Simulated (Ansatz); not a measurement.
# [SnH3]− (SMILES [H][Sn-]([H])[H]): MP2/STO-3G

Aim: the vertical ionisation energy of [SnH3]− at MP2/STO-3G, from 2 runs. 

Program for the calculation: Ansatz 0.2.0.

1 further run of the same task is left out (set aside as unsound or not needed).

## Step 1: The molecule

[SnH3]−: 4 atoms, total charge -1, spin state singlet. As SMILES, `[H][Sn-]([H])[H]`. Geometry: a GFN2-xTB relaxation, a rough one for these elements and not checked as a minimum.

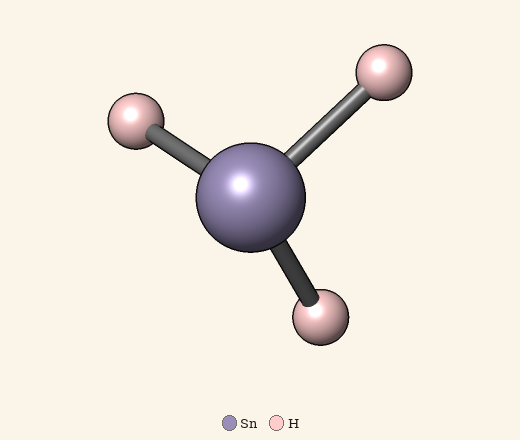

The structure, seen from a chosen angle (tin purple, hydrogen pink).

## Step 2: The energy at MP2/STO-3G

File input.yaml:

```yaml
crystal:
  periodic: [false, false, false]
  atoms:
    - symbol: Sn
      position_ang: [-0.006380, 0.005730, 0.791670]
    - symbol: H
      position_ang: [1.637790, -0.033600, -0.251650]
    - symbol: H
      position_ang: [-0.786860, 1.432510, -0.280410]
    - symbol: H
      position_ang: [-0.844540, -1.404640, -0.259610]
basis:
  gaussian:
    orbitals: STO-3G
total_charge: -1
correlation:
  method: mp2
  frozen_orbitals: {H: 0, Sn: 18}
accuracy: high
```

Command:

```console
$ ansatz run input.yaml --threads 1 --pin off --max-ram 2610MiB --events-out events.jsonl --progress --plain --runs-dir runs
```

Standard output:

```text
Warning: RAYON_NUM_THREADS=1 ignored (pool sized by the plan → 1); use --threads N
Functional definition: HF
  name "HF"
  exchange = exact_x
  correlation = 0
519 factors; integrals over basis functions are off by at most 4.0e-9 eV
mean field evaluation 1: about -162309.9508 eV, gradient 5.1e0 eV
mean field evaluation 2: about -162309.9587 eV, gradient 4.9e0 eV
mean field evaluation 4: about -162310.1639 eV, gradient 2.0e-1 eV
mean field evaluation 8: about -162310.1640 eV, gradient 4.3e-5 eV
mean field -162310.16395168 eV, -5964.7885074437 hartree, gradient 1.2e-8 eV, S^2 0.000000; 0 other end points of the search recorded, 0 dependent functions left out
18 core orbitals not correlated: weight in the atoms' cores, before any rotation towards them, 1.000 or more for the frozen orbitals, at most 0.000 for the correlated occupied ones
reference -162310.16395168 eV, -5964.7885074437 hartree; 9, 9 occupied and 3, 3 virtual orbitals, 519 factors
second order -1.16118918 eV of doubles, -0.00000000 eV of singles
Total energy: -162311.32514086 eV, -5964.8311803591 hartree
```

Run time: 0.24 s. Hardware: 1 thread of AMD EPYC 9R45 (Zen 5), shared host.

## Step 3: Doublet neutral SnH3, same level

File input.yaml:

```yaml
basis:
  gaussian:
    orbitals: STO-3G
crystal:
  periodic: [false, false, false]
  atoms:
    - {symbol: Sn, position_ang: [-0.006380, 0.005730, 0.791670]}
    - {symbol: H, position_ang: [1.637790, -0.033600, -0.251650]}
    - {symbol: H, position_ang: [-0.786860, 1.432510, -0.280410]}
    - {symbol: H, position_ang: [-0.844540, -1.404640, -0.259610]}
accuracy: high
magnetization:
  spin_polarized: true
  initial_magnetization: 1
total_charge: 0
correlation:
  method: mp2
  frozen_orbitals: {H: 0, Sn: 18}
```

Command:

```console
$ ansatz run input.yaml --threads 1 --pin off --max-ram 2610MiB --events-out events.jsonl --progress --plain --runs-dir runs
```

Standard output:

```text
Warning: RAYON_NUM_THREADS=1 ignored (pool sized by the plan → 1); use --threads N
[... 4 set-up lines as earlier in the session ...]
519 factors; integrals over basis functions are off by at most 4.0e-9 eV
mean field evaluation 1: about -162312.5943 eV, gradient 6.1e0 eV
mean field evaluation 2: about -162312.5907 eV, gradient 6.0e0 eV
mean field evaluation 4: about -162313.1975 eV, gradient 6.0e-1 eV
mean field evaluation 8: about -162313.2213 eV, gradient 4.7e-4 eV
mean field -162313.21947419 eV, -5964.9007958246 hartree, gradient 9.0e-8 eV, S^2 0.752159; 0 other end points of the search recorded, 0 dependent functions left out
18 core orbitals not correlated: weight in the atoms' cores, before any rotation towards them, 1.000 or more for the frozen orbitals, at most 0.000 for the correlated occupied ones
reference -162313.21947419 eV, -5964.9007958246 hartree; 9, 8 occupied and 3, 4 virtual orbitals, 519 factors
second order -1.20770338 eV of doubles, -0.00000000 eV of singles
Total energy: -162314.42717756 eV, -5964.9451781051 hartree
```

It took 0.34 s on 1 thread of AMD EPYC 9R45 (Zen 5), shared host.

## Step 4: Summary of results

At MP2/STO-3G, 18 core orbitals frozen:

| quantity | value |
| --- | --- |
| singlet [SnH3]−: total energy | -5964.83118 Eh |
| singlet [SnH3]−: correlation energy (18 core orbitals frozen) | -42.7 mEh |
| doublet neutral SnH3: total energy | -5964.94518 Eh |
| doublet neutral SnH3: correlation energy (18 core orbitals frozen) | -44.4 mEh |
| doublet neutral SnH3: ⟨S²⟩ of the reference determinant | 0.752 |
| vertical detachment energy (to the doublet neutral) | -3.102 eV |

What this shows: The species is unbound against losing an electron at this level, by 3.10 eV (−299 kJ/mol); missing correlation or diffuse functions can give that sign where the real anion is bound. In a minimal basis such a difference can be off by several eV, whatever the method. Relativity is left out (singlet [SnH3]−) although the molecule holds a heavy atom. Relativity is left out (doublet neutral SnH3) although the molecule holds a heavy atom.
